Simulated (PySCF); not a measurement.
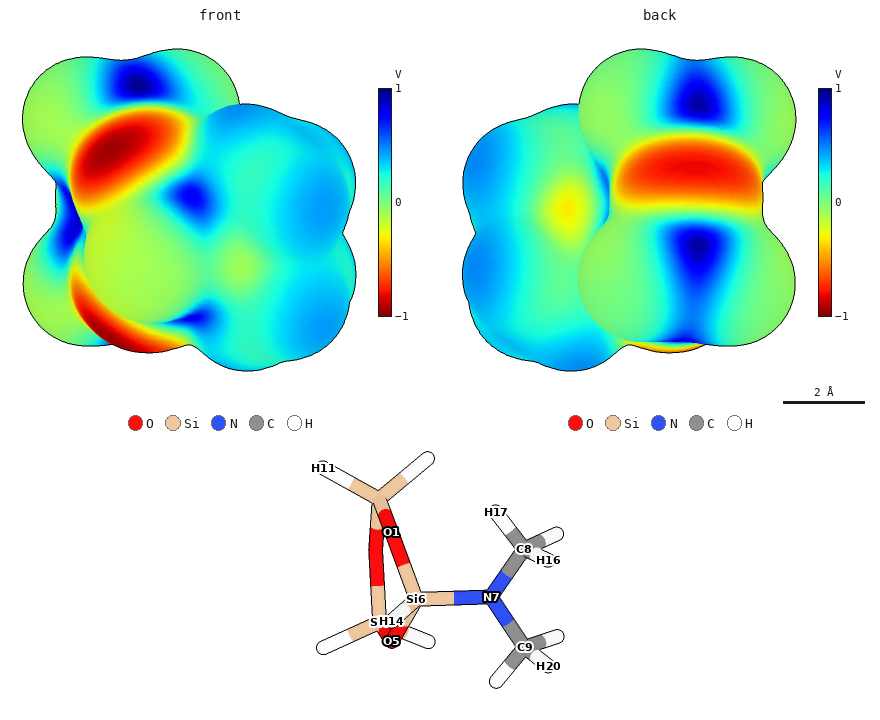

C$_{2}$H$_{11}$NO$_{3}$Si$_{3}$. The molecular electrostatic potential painted on the density surface at 0.001 e/bohr³, seen from the front and from behind; the colour scale runs from red (negative) to blue (positive). The bare structure is drawn below in the same view.

Geometry: PBE0-D3(BJ)/def2-SVP.

These are results of PySCF 2.14.0, PBE0/pcSseg-1, SCF density, gas phase, non-relativistic, not measurements.

```xyz
20

O    -0.6060    1.4534    1.0514
Si    0.8157    1.6149    1.9015
O     2.0668    1.4841    0.8134
Si    2.1219    1.2946   -0.8383
O     0.5533    1.1691   -1.3798
Si   -0.8009    0.8168   -0.4756
N    -0.8940   -0.8926   -0.3184
C    -1.5740   -1.5237    0.7856
C    -0.5558   -1.7771   -1.4060
H     0.9348    0.5311    2.9131
H     0.8429    2.9547    2.5418
H     2.8784    0.0557   -1.1611
H     2.7508    2.4872   -1.4613
H    -1.9502    1.5061   -1.1066
H    -0.9542   -2.3289    1.2230
H    -2.5391   -1.9777    0.4860
H    -1.7745   -0.7922    1.5817
H     0.1018   -2.5961   -1.0589
H    -0.0142   -1.2303   -2.1914
H    -1.4484   -2.2448   -1.8664
```

Q: Where is the surface potential most negative and most positive?

A: The most negative region (about −0.9 V) lies over O1 and O5, the most positive (about +0.9 V) over Si2 and Si4.

Q: What dipole moment does the calculation give?

A: Its dipole moment is 1.44 D.
